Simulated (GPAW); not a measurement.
## WSe2 (P6_3/mmc): G0W0 with GPAW, start to end

How does a plane-wave GW calculation on WSe2 (P6_3/mmc) run from the first input to the gap?

Calculated with GPAW 26.7.0; PBE and many-body steps on it, plane waves.

The database entry behind the starting cell differs from later determinations by our own check (a about 0.2 % long), so it need not match the best structure at ambient conditions.

## Step 1: Starting point

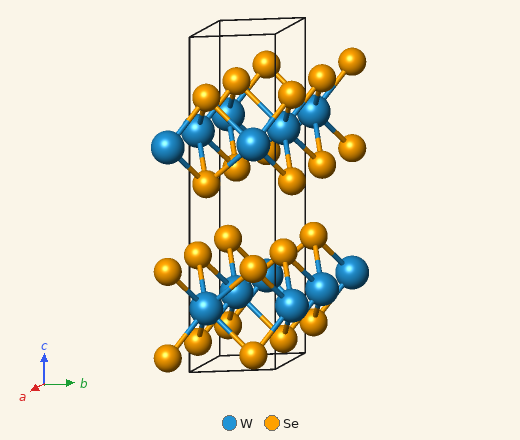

The starting structure, seen from a free direction (tungsten blue, selenium orange). 3×2×1 cells are drawn.

Structure file:

```cif
data_structure
_symmetry_space_group_name_H-M 'P 1'
_symmetry_Int_Tables_number 1
_cell_length_a 3.2900
_cell_length_b 3.2900
_cell_length_c 12.9700
_cell_angle_alpha 90.000
_cell_angle_beta 90.000
_cell_angle_gamma 120.000
_cell_volume 121.58
loop_
_atom_site_label
_atom_site_type_symbol
_atom_site_fract_x
_atom_site_fract_y
_atom_site_fract_z
_atom_site_occupancy
W1 W 0.33333 0.66667 0.25000 1
W2 W 0.66667 0.33333 0.75000 1
Se3 Se 0.33333 0.66667 0.62100 1
Se4 Se 0.66667 0.33333 0.12100 1
Se5 Se 0.33333 0.66667 0.87900 1
Se6 Se 0.66667 0.33333 0.37900 1
```

The cell and positions come from the Crystallography Open Database and are kept as given unless a step says otherwise. Spin-orbit coupling is left out unless a step names it.

## Step 2: Ground state

This step: GPAW 26.7.0; DFT, PBE, plane waves, PAW.

The ground-state density comes first.

Contents of run.py:

```python
import json
import numpy as np
from gpaw.mpi import world
from ase import Atoms
from gpaw import GPAW, PW, FermiDirac

atoms = Atoms(['W', 'W', 'Se', 'Se', 'Se', 'Se'],
    cell=[[3.2900000000, 0.0000000000, 0.0000000000],
      [-1.6450000000, 2.8492235785, 0.0000000000],
      [0.0000000000, 0.0000000000, 12.9700000000]],
    scaled_positions=[[0.3333333333, 0.6666666667, 0.2500000000],
      [0.6666666667, 0.3333333333, 0.7500000000],
      [0.3333333333, 0.6666666667, 0.6210000000],
      [0.6666666667, 0.3333333333, 0.1210000000],
      [0.3333333333, 0.6666666667, 0.8790000000],
      [0.6666666667, 0.3333333333, 0.3790000000]],
    pbc=(True, True, True))
calc = GPAW(mode=PW(450),
    xc='PBE',
    kpts={'size': (9, 9, 2), 'gamma': True},
    occupations=FermiDirac(0.001),
    nbands=-9,
    convergence={'density': 1e-6, 'bands': -3},
    maxiter=100,
    txt='gs.txt')
atoms.calc = calc
res = {'energy': atoms.get_potential_energy()}
kpts = calc.get_ibz_k_points()
res['kpts'] = kpts
res['eigenvalues'] = [calc.get_eigenvalues(kpt=k) for k in range(len(kpts))]
res['n_electrons'] = calc.get_number_of_electrons()
calc.write('gs.gpw')

if world.rank == 0:
    with open('result.json', 'w') as f:
        json.dump(res, f, default=lambda x: x.tolist())
```

Started as:

```console
$ mpirun -n 8 gpaw python run.py
```

Numbers of over 12 decimals in the logs are rounded to 6 here.

What it wrote:

```text
__  _  _
 | _ |_)|_||  |
 |__||  | ||/\| - 26.7.0

Input parameters:
  mode=PW(ecut=450.000000),
  convergence={'density': 1e-06, 'bands': -3},
  kpts=MonkhorstPack(size=(9, 9, 2), gamma=True),
  maxiter=100,
  nbands=-9,
  occupations=Occupations(name='fermi-dirac', width=0.001, fixmagmom=False),
  xc=XC(name='PBE')
  [... matrices ...]
Diagonalizing LCAO Hamiltonian
Converting LCAO to pw mode

        Se

           W

        Se

           Se

        W

           Se

Atoms  # Å, Bohr magnetons
|   | symbol |         x |        y |         z |    initial magnetic moments |
| 0 |      W | -0.000000 | 1.899482 |  3.242500 | ( 0.0000,  0.0000,  0.0000) |
| 1 |      W |  1.645000 | 0.949741 |  9.727500 | ( 0.0000,  0.0000,  0.0000) |
| 2 |     Se | -0.000000 | 1.899482 |  8.054370 | ( 0.0000,  0.0000,  0.0000) |
| 3 |     Se |  1.645000 | 0.949741 |  1.569370 | ( 0.0000,  0.0000,  0.0000) |
| 4 |     Se | -0.000000 | 1.899482 | 11.400630 | ( 0.0000,  0.0000,  0.0000) |
| 5 |     Se |  1.645000 | 0.949741 |  4.915630 | ( 0.0000,  0.0000,  0.0000) |

Unit cell  # Å
| periodic |         x |        y |         z |   lengths |     angles |
|      yes |  3.290000 | 0.000000 |  0.000000 |  3.290000 |  90.000000 |
|      yes | -1.645000 | 2.849224 |  0.000000 |  3.290000 |  90.000000 |
|      yes |  0.000000 | 0.000000 | 12.970000 | 12.970000 | 120.000000 |

Number of symmetries: 12
Symmetry operations  # r_c * U_cc + t_c -> r_c
|    | kind |            matrix            |
|  0 |  σ   |  1, 1, 0,  0,-1, 0,  0, 0, 1 |
|  1 |  S6  |  1, 1, 0, -1, 0, 0,  0, 0,-1 |
|  2 |  E   |  1, 0, 0,  0, 1, 0,  0, 0, 1 |
|  3 |  C2  |  1, 0, 0, -1,-1, 0,  0, 0,-1 |
|  4 |  C2  |  0, 1, 0,  1, 0, 0,  0, 0,-1 |
|  5 |  C3  |  0, 1, 0, -1,-1, 0,  0, 0, 1 |
|  6 |  S6  |  0,-1, 0,  1, 1, 0,  0, 0,-1 |
|  7 |  σ   |  0,-1, 0, -1, 0, 0,  0, 0, 1 |
|  8 |  σ   | -1, 0, 0,  1, 1, 0,  0, 0, 1 |
|  9 |  i   | -1, 0, 0,  0,-1, 0,  0, 0,-1 |
| 10 |  C3  | -1,-1, 0,  1, 0, 0,  0, 0, 1 |
| 11 |  C2  | -1,-1, 0,  0, 1, 0,  0, 0,-1 |

BZ-sampling:
  Number of BZ points: 162
  Number of IBZ points: 24

  Monkhorst-Pack size: [9, 9, 2]
  Monkhorst-Pack shift: [0.0, 0.0, 0.25]

K-points  # in reciprocal-cell coordinates
|     |                                coordinates |     weight |
|   0 | (  0.00000000,   0.00000000,   0.00000000) | 0.00617284 |
|   1 | (  0.00000000,   0.00000000,   0.50000000) | 0.00617284 |
|   2 | (  0.11111111,   0.00000000,   0.00000000) | 0.03703704 |
|   3 | (  0.11111111,   0.00000000,   0.50000000) | 0.03703704 |
|   4 | (  0.22222222,  -0.11111111,   0.00000000) | 0.03703704 |
|   5 | (  0.22222222,  -0.11111111,   0.50000000) | 0.03703704 |
|   6 | (  0.22222222,   0.00000000,   0.00000000) | 0.03703704 |
|   7 | (  0.22222222,   0.00000000,   0.50000000) | 0.03703704 |
|   8 | (  0.33333333,  -0.11111111,   0.00000000) | 0.07407407 |
|   9 | (  0.33333333,  -0.11111111,   0.50000000) | 0.07407407 |
| ... |                                            |            |
|  23 | (  0.44444444,   0.44444444,   0.50000000) | 0.03703704 |

Plane wave coefficients: 2651
Cutoff: 450.000000 eV

Spin-components: 1 (collinear spins)
Bands:           35
Projectors:      32
Spin-degeneracy: 2
Datatype:        complex128

  Storage: CPU
  Wave functions: 35_441_280 bytes (4_430_160 per core)
  Projectors: 26_327_808 bytes (3_290_976 per core)
  [... matrices ...]
Parallelization:
  kpt:    8
  domain: 1
  band:   1

Density:
  Valence electrons: 52.0
  Components: 1
  Grid points: [18 18 64]
  Charge: 0.0  # |e|

Potential:
  Grid points: [18 18 64]

species:
  W:
    name:    Tungsten
    Z:       74.0
    valence: 14
    core:    60
    charge:  0.0  # [|e|]
    compensation charges:
      type: gauss
      rc: 0.40  # [Å]
      lmax: 2
    cutoffs:
      filter: 2.36  # [Å]
      core: 3.02  # [Å]
    projectors
    | kind |    occ | energy [eV] | rcut [Å] |
    |   5s |  2.000 |     -78.830 |    1.344 |
    |   6s |  2.000 |      -5.697 |    1.344 |
    |   5p |  6.000 |     -43.233 |    1.355 |
    |   6p |  0.000 |      -1.367 |    1.355 |
    |   5d |  4.000 |      -4.494 |    1.228 |
    |    d |        |      22.717 |    1.228 |

    Using partial waves for W as LCAO basis

  Se:
    name:    Selenium
    Z:       34.0
    valence: 6
    core:    28
    charge:  0.0  # [|e|]
    compensation charges:
      type: gauss
      rc: 0.27  # [Å]
      lmax: 2
    cutoffs:
      filter: 1.77  # [Å]
      core: 2.67  # [Å]
    projectors
    | kind |    occ | energy [eV] | rcut [Å] |
    |   4s |  2.000 |     -17.277 |    0.847 |
    |   4p |  4.000 |      -6.512 |    1.005 |
    |    s |        |       9.935 |    0.847 |
    |    p |        |      20.699 |    1.005 |
    |    d |        |       0.000 |    0.847 |

    Using partial waves for Se as LCAO basis

Reference energy: -1141957.471832  # eV

eigensolver:
  PPCG
  Converge bands: -3
  niter=2

density mixing:
  MSR1-Mixer
  Pratt-step length: 0.05
  Maximum mixing coefficient: 0.75
  Old densities: 10
  SVD Regularization: 0.005
  Good broyden scale: 1.0
  Trust region scale: 1.0
  Backstep threshold: 4.0
  History deletion threshold: 6.0
  Fourier metric: weight=20.0, sigma=0.015

occupation numbers:
  Fermi-Dirac:
    width: 0.0010  # eV

poisson solver:
  ecut: 3600.000000  # eV

xc functional:
  name: PBE with 2 nearest neighbor stencil

Initialization done in: 2.296 s

convergence criteria:
- Maximum integral of absolute [dens]ity change: 1e-06 electrons / valence electron
- Maximum [total energy] change in last 3 cyles: 0.0005 eV / valence electron
- Maximum integral of absolute [eigenst]ate change: 4e-08 eV^2 / valence electron
maximum number of iterations: 100

SCF iterations
|iter     |     time |      energy | eigst |  dens |
|iter:   1|  |  -40.732693 | +0.33 |       |
|iter:   2|  |  -40.700659 | -1.35 | -1.24 |
|iter:   3|  |  -41.316700 | -0.93 | -1.26 |
|iter:   4|  |  -40.796320 | -0.42 | -1.26 |
|iter:   5|  |  -40.349874 | -1.38 | -1.38 |
|iter:   6|  |  -40.354430 | -3.17 | -2.03 |
|iter:   7|  |  -40.354146c| -4.26 | -2.85 |
|iter:   8|  |  -40.354163c| -5.56 | -3.46 |
|iter:   9|  |  -40.354164c| -6.74 | -4.12 |
|iter:  10|  |  -40.354164c| -7.36 | -4.95 |
|iter:  11|  |  -40.354164c| -7.48c| -4.95 |
|iter:  12|  |  -40.354164c| -7.65c| -5.25 |
|iter:  13|  |  -40.354164c| -8.66c| -6.13c|

Converged in 13 steps
SCF loop duration: 12.334 s (0.949 s/step)
Energy contributions relative to reference atoms: (reference = -1141957.471832)
  [... matrices ...]
Energy contributions:
  Kinetic:          48.231141
  Coulomb:         -48.544298
  Zero:             -0.236942
  External:          0.000000
  Xc:              -39.804064
  Entropy:          -0.000000
  Spinorbit:         0.000000
  ----------------------------
  Free energy:     -40.354164
  Extrapolated:    -40.354164

dipole moment: (0.000028, 0.000048, 0.000217)  # |e|*Ang

Fermi level: 9.360
Eigenvalues  # (at kpt = [0.000, 0.000, 0.000])
| band index |      eig [eV] | occ [0-2] |
|          0 |       -65.414 |     2.000 |
|        ... |               |           |
|         18 |         6.046 |     2.000 |
|         19 |         7.155 |     2.000 |
|         20 |         7.155 |     2.000 |
|         21 |         7.210 |     2.000 |
|         22 |         7.210 |     2.000 |
|         23 |         7.602 |     2.000 |
|         24 |         7.640 |     2.000 |
|         25 |         8.714 |     2.000 |
|         26 |        11.344 |     0.000 |
[...]
|         30 |        11.438 |     0.000 |
|         31 |        11.438 |     0.000 |
|         32 |        11.647 |     0.000 |
|         33 |        11.647 |     0.000 |
|         34 |        13.214 |     0.000 |

Gap: 1.062 eV
Transition (v -> c):
  (s=0, k=0, n=25, [0.00, 0.00, 0.00]) -> (s=0, k=8, n=26, [0.33, -0.11, 0.00])
Direct/indirect transitions are different
Direct gap: 1.524 eV
Transition at: (s=0, k=12, n=25, [0.33, 0.33, 0.00])
# Writing to gs.gpw (mode='')
  [... matrices ...]
```

Elapsed: 17 s, on 8 MPI ranks of Arm Neoverse N1, shared host; peak memory 1.5 GiB; 2.3 min of CPU time.

Numbers from this step:

```
total energy               : -40.35 eV
gap                        : 1.062 eV
k of the valence top       : 0, 0, 0
k of the conduction bottom : 0.3333, -0.1111, 0
least direct gap           : 1.524 eV
```

The gap is indirect, with the least direct gap 0.46 eV higher.

## Step 3: Bands along the symmetry lines

The cheap functional maps the bands first; the places of the edges decide which points the dearer methods must see.

Contents of run.py:

```python
import json
import numpy as np
from gpaw.mpi import world
from gpaw import GPAW

path = [[0.000000, 0.000000, 0.000000],
    [0.062500, 0.000000, 0.000000],
    [0.125000, 0.000000, 0.000000],
    [0.187500, 0.000000, 0.000000],
    [0.250000, 0.000000, 0.000000],
    [0.312500, 0.000000, 0.000000],
    [0.375000, 0.000000, 0.000000],
    [0.437500, 0.000000, 0.000000],
    [0.500000, 0.000000, 0.000000],
    [0.479167, 0.041667, 0.000000],
    [0.458333, 0.083333, 0.000000],
    [0.437500, 0.125000, 0.000000],
    [0.416667, 0.166667, 0.000000],
    [0.395833, 0.208333, 0.000000],
    [0.375000, 0.250000, 0.000000],
    [0.354167, 0.291667, 0.000000],
    [0.333333, 0.333333, 0.000000],
    [0.291667, 0.291667, 0.000000],
    [0.250000, 0.250000, 0.000000],
    [0.208333, 0.208333, 0.000000],
    [0.166667, 0.166667, 0.000000],
    [0.125000, 0.125000, 0.000000],
    [0.083333, 0.083333, 0.000000],
    [0.041667, 0.041667, 0.000000],
    [0.000000, 0.000000, 0.000000],
    [0.000000, 0.000000, 0.062500],
    [0.000000, 0.000000, 0.125000],
    [0.000000, 0.000000, 0.187500],
    [0.000000, 0.000000, 0.250000],
    [0.000000, 0.000000, 0.312500],
    [0.000000, 0.000000, 0.375000],
    [0.000000, 0.000000, 0.437500],
    [0.000000, 0.000000, 0.500000],
    [0.062500, 0.000000, 0.500000],
    [0.125000, 0.000000, 0.500000],
    [0.187500, 0.000000, 0.500000],
    [0.250000, 0.000000, 0.500000],
    [0.312500, 0.000000, 0.500000],
    [0.375000, 0.000000, 0.500000],
    [0.437500, 0.000000, 0.500000],
    [0.500000, 0.000000, 0.500000],
    [0.479167, 0.041667, 0.500000],
    [0.458333, 0.083333, 0.500000],
    [0.437500, 0.125000, 0.500000],
    [0.416667, 0.166667, 0.500000],
    [0.395833, 0.208333, 0.500000],
    [0.375000, 0.250000, 0.500000],
    [0.354167, 0.291667, 0.500000],
    [0.333333, 0.333333, 0.500000],
    [0.291667, 0.291667, 0.500000],
    [0.250000, 0.250000, 0.500000],
    [0.208333, 0.208333, 0.500000],
    [0.166667, 0.166667, 0.500000],
    [0.125000, 0.125000, 0.500000],
    [0.083333, 0.083333, 0.500000],
    [0.041667, 0.041667, 0.500000],
    [0.000000, 0.000000, 0.500000],
    [0.500000, 0.000000, 0.500000],
    [0.500000, 0.000000, 0.437500],
    [0.500000, 0.000000, 0.375000],
    [0.500000, 0.000000, 0.312500],
    [0.500000, 0.000000, 0.250000],
    [0.500000, 0.000000, 0.187500],
    [0.500000, 0.000000, 0.125000],
    [0.500000, 0.000000, 0.062500],
    [0.500000, 0.000000, 0.000000],
    [0.333333, 0.333333, 0.500000],
    [0.333333, 0.333333, 0.437500],
    [0.333333, 0.333333, 0.375000],
    [0.333333, 0.333333, 0.312500],
    [0.333333, 0.333333, 0.250000],
    [0.333333, 0.333333, 0.187500],
    [0.333333, 0.333333, 0.125000],
    [0.333333, 0.333333, 0.062500],
    [0.333333, 0.333333, 0.000000]]
calc = GPAW('gs.gpw').fixed_density(kpts=path,
    symmetry='off',
    nbands=36,
    convergence={'bands': 32},
    txt='bands.txt')
res = {}
kpts = calc.get_ibz_k_points()
res['kpts'] = kpts
res['eigenvalues'] = [calc.get_eigenvalues(kpt=k) for k in range(len(kpts))]
res['n_electrons'] = calc.get_number_of_electrons()

if world.rank == 0:
    with open('result.json', 'w') as f:
        json.dump(res, f, default=lambda x: x.tolist())
```

Started as:

```console
$ mpirun -n 8 gpaw python run.py
```

What it wrote:

```text
Diagonalizing LCAO Hamiltonian
Converting LCAO to pw mode
convergence criteria:
- Maximum integral of absolute [eigenst]ate change: 4e-08 eV^2 / valence electron
maximum number of iterations: 100

SCF iterations
|iter     |     time |      energy | eigst |  dens |
|iter:   1|  |             | +0.13 |       |
|iter:   2|  |             | -1.42 |       |
|iter:   3|  |             | -2.64 |       |
[...]
|iter:   7|  |             | -6.53 |       |
|iter:   8|  |             | -7.33 |       |
|iter:   9|  |             | -7.93c|       |
SCF steps: 9
  __  _  _
 | _ |_)|_||  |
 |__||  | ||/\| - 26.7.0

Input parameters:
  mode=PW(ecut=450.000000),
  convergence={'bands': 32},
  gpts=array([18, 18, 64]),
  kpts=KPoints(kpts=array([[0.      , 0.      , 0.      ],
         [0.0625  , 0.      , 0.      ],
         [0.125   , 0.      , 0.      ],
         [0.1875  , 0.      , 0.      ],
[...]
[0.479167, 0.041667, 0.      ],
         [0.458333, 0.083333, 0.      ],
[...]
[0.416667, 0.166667, 0.      ],
[...]
[0.5     , 0.      , 0.0625  ],
         [0.5     , 0.      , 0.      ],
[...]
[0.333333, 0.333333, 0.125   ],
         [0.333333, 0.333333, 0.0625  ],
         [0.333333, 0.333333, 0.      ]])),
  maxiter=100,
  nbands=36,
  occupations=Occupations(name='fermi-dirac', width=0.001, fixmagmom=False),
  parallel={},
  symmetry=Symmetry(point_group=False, time_reversal=False),
  xc=XC(name='PBE')
  [... matrices ...]
timing:  # [seconds]
  Total: 0.052  # ━━━━━━━━━━━━━━━━━━━━━━━━━━━━━━━━━━━━━━━━━━━━━━━━━━━━━━━━━━━
```

Run time: 29 s. Hardware: 8 MPI ranks; peak memory 1.7 GiB; 3.9 min of CPU time.

This step gave:

```yaml
gap: 0.9662 eV
k_of_the_valence_top: 0, 0, 0
k_of_the_conduction_bottom: 0.1667, 0.1667, 0
least_direct_gap: 1.524 eV
```

The gap is 0.966 eV, −0.095 eV from the run before at this level.

Electronic bands along the path, in eV, zero at the top of the highest filled band:

```
    point  band 23  band 24  band 25  band 26  band 27  band 28  band 29  band 30
        Γ    -1.50    -1.11    -1.07     0.00     2.63     2.63     2.68     2.68
        M    -1.44    -1.37    -1.28    -1.13     2.11     2.15     2.30     2.64
        K    -2.55    -2.55    -0.45    -0.21     1.31     1.31     1.89     3.07
        Γ    -1.50    -1.11    -1.07     0.00     2.63     2.63     2.68     2.68
        A    -1.53    -1.53    -0.22    -0.22     2.64     2.64     2.64     2.64
        L    -1.35    -1.35    -1.25    -1.25     2.13     2.13     2.50     2.50
        H    -2.73    -2.73    -0.35    -0.35     1.31     1.31     2.43     2.43
        A    -1.53    -1.53    -0.22    -0.22     2.64     2.64     2.64     2.64
jump to L    -1.35    -1.35    -1.25    -1.25     2.13     2.13     2.50     2.50
        M    -1.44    -1.37    -1.28    -1.13     2.11     2.15     2.30     2.64
jump to H    -2.73    -2.73    -0.35    -0.35     1.31     1.31     2.43     2.43
        K    -2.55    -2.55    -0.45    -0.21     1.31     1.31     1.89     3.07
```

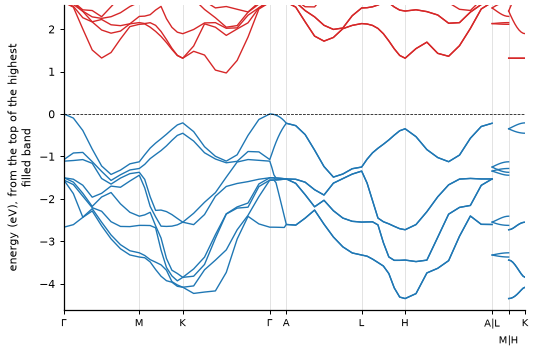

Electronic bands along the path; lines of filled and empty bands in two colours.

## Step 4: Empty states on the mesh, 6×6×1 mesh, 171 bands

The sums over transitions need many empty states on a uniform mesh; this step solves for them.

Contents of run.py:

```python
import json
import numpy as np
from gpaw.mpi import world
from gpaw import GPAW

calc = GPAW('gs.gpw').fixed_density(kpts={'size': (6, 6, 1), 'gamma': True},
    nbands=199,
    convergence={'bands': 171},
    txt='nscf.txt')
calc.write('full.gpw', mode='all')
res = {}
kpts = calc.get_ibz_k_points()
res['kpts'] = kpts
res['eigenvalues'] = [calc.get_eigenvalues(kpt=k) for k in range(len(kpts))]
res['n_electrons'] = calc.get_number_of_electrons()

if world.rank == 0:
    with open('result.json', 'w') as f:
        json.dump(res, f, default=lambda x: x.tolist())
```

Started as:

```console
$ mpirun -n 8 gpaw python run.py
```

What it wrote:

```text
Diagonalizing LCAO Hamiltonian
Converting LCAO to pw mode
convergence criteria:
- Maximum integral of absolute [eigenst]ate change: 4e-08 eV^2 / valence electron
maximum number of iterations: 100

SCF iterations
|iter     |     time |      energy | eigst |  dens |
|iter:   1|  |             | +3.89 |       |
|iter:   2|  |             | +2.71 |       |
|iter:   3|  |             | +1.59 |       |
[...]
|iter:  12|  |             | -6.29 |       |
|iter:  13|  |             | -7.10 |       |
|iter:  14|  |             | -7.43c|       |
SCF steps: 14
  __  _  _
 | _ |_)|_||  |
 |__||  | ||/\| - 26.7.0

Input parameters:
  mode=PW(ecut=450.000000),
  convergence={'bands': 171},
  gpts=array([18, 18, 64]),
  kpts=MonkhorstPack(size=(6, 6, 1), gamma=True),
  maxiter=100,
  nbands=199,
  occupations=Occupations(name='fermi-dirac', width=0.001, fixmagmom=False),
  parallel={},
  xc=XC(name='PBE')
# Writing to full.gpw (mode='all')
  [... matrices ...]

timing:  # [seconds]
  Total: 0.101  # ━━━━━━━━━━━━━━━━━━━━━━━━━━━━━━━━━━━━━━━━━━━━━━━━━━━━━━━━━━━
```

Wall time 38 s (8 MPI ranks); peak memory 1.5 GiB; 5 min of CPU time.

This step gave:

| Property | Result |
| --- | --- |
| gap | 0.9662 eV |
| k of the valence top | 0, 0, 0 |
| k of the conduction bottom | 0.3333, -0.1667, 0 |
| least direct gap | 1.524 eV |
| k points computed | 7 |
| lowest point of the top converged band, above the valence top | 55.5741 eV |

On this mesh the gap is 0.966 eV.

(Part 1 of 2 ends here.)

[Paths, hosts, dates, memory and timing lines, banners, echoed tables and standing remarks are left out of the program output.]

[Logs are printed without paths, hosts, clocks, repeated set-up lines and the standing remarks that a program may print on its own settings, such as how far it seeks lower states.]

[Runs of the session that timed out or met a known fault of the program may be left out.]

[Hosts, paths, dates, database ids (printed as entryN), source tags and the programs' standing remarks are cut or masked in the printed files.]
